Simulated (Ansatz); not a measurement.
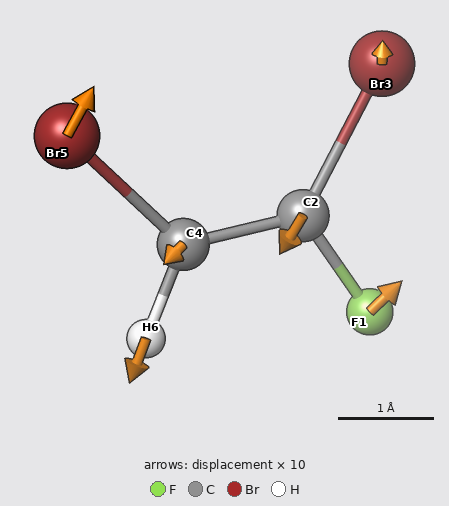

A relaxation of C₂HBr₂F (coarse preliminary run). The starting structure is drawn; orange arrows show the displacements, magnified 10 times. The two geometries are superimposed by the best rigid fit.

Style: ball-and-stick. Shown at a tilt.

The start comes from a force field.

Theory: RKS PBE-D4/def2-SVP (Ansatz).

Input file:
```yaml
crystal:
  periodic: [false, false, false]
  atoms:
    - {symbol: F, position_ang: [0.619000, -1.193400, 1.292300]}
    - {symbol: C, position_ang: [0.400800, -0.544200, 0.108100]}
    - {symbol: Br, position_ang: [1.156800, -1.264000, -1.367300]}
    - {symbol: C, position_ang: [-0.410300, 0.528000, 0.175100]}
    - {symbol: Br, position_ang: [-0.926900, 1.613300, -1.241600]}
    - {symbol: H, position_ang: [-0.804600, 0.869200, 1.113500]}
basis:
  gaussian: {orbitals: def2-SVP}
hamiltonian: {xc: pbe, dispersion: d4}
relax: {f_tol: 0.03, max_steps: 200}
```

> What happened in the run?

Over 5 accepted moves (6 points after the start) the energy falls by 10.9 kJ/mol. Largest force component: 2.1 eV/Å at the start, 0.024 eV/Å at the end. The line search rejected the trial step at point 3 of the run. The atom that moves furthest after the best rigid fit is Br5 (0.061 Å). Largest moves by element: Br 0.061 Å, C 0.053 Å, H 0.053 Å, F 0.049 Å. Some distances before and after: C2–Br3 1.807 → 1.881 Å, F1–C2 1.368 → 1.334 Å, Br3–Br5 3.555 → 3.522 Å, C4–H6 1.074 → 1.099 Å. Among the angles between lasting bonds that change: F1–C2–C4 115.5° → 120.6°, Br5–C4–H6 112.3° → 116.1°, F1–C2–Br3 116.8° → 113.5°.
